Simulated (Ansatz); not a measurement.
AlBFH2 (SMILES F[B][AlH2]) (doublet)

```json
{"atom": "F", "x (Å)": "0.6739", "y (Å)": "-1.3094", "z (Å)": "2.0379"}
{"atom": "B", "x (Å)": "0.3313", "y (Å)": "-0.6437", "z (Å)": "1.0018"}
{"atom": "Al", "x (Å)": "-0.2118", "y (Å)": "0.4115", "z (Å)": "-0.6403"}
{"atom": "H", "x (Å)": "-1.6464", "y (Å)": "0.0927", "z (Å)": "-1.2222"}
{"atom": "H", "x (Å)": "0.8530", "y (Å)": "1.4489", "z (Å)": "-1.1773"}
```

Geometry: PBE0-D4/def2-TZVP.

Method: Ansatz 0.2.0, UKS PBE0-D4/def2-TZVPP.

Q: What can the converged electron density, electron localisation function and spin density tell about the bonding?

A: B–F (1.28 Å): ρ is about 2.5 e/Å³ halfway; the ELF peaks at about 0.85 between the atoms (a short, strongly polar bond).
Al–B (2.03 Å): ρ at the midpoint is about 0.57 e/Å³; the ELF peaks at about 0.95 between the atoms (localised, covalent bonding).
Al–H (1.58 Å): ρ is about 0.55 e/Å³ halfway; the ELF climbs to about 1 towards the hydrogen.
The unpaired spin (1 electron) lies mostly on B2 (about 0.5) and Al3 (about 0.4), in electrons by Hirshfeld's partition.

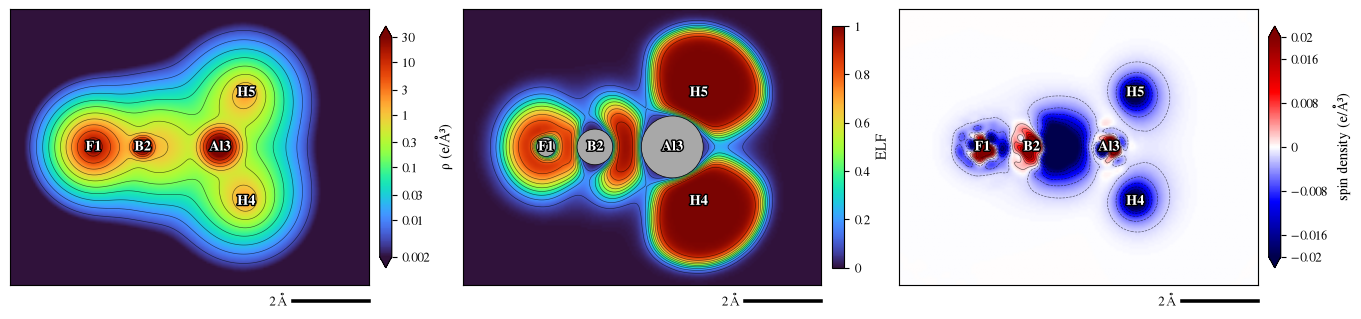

Computed electron density, electron localisation function and spin density on the molecular plane, in this order. Grey discs cover the atomic cores in the ELF map. 
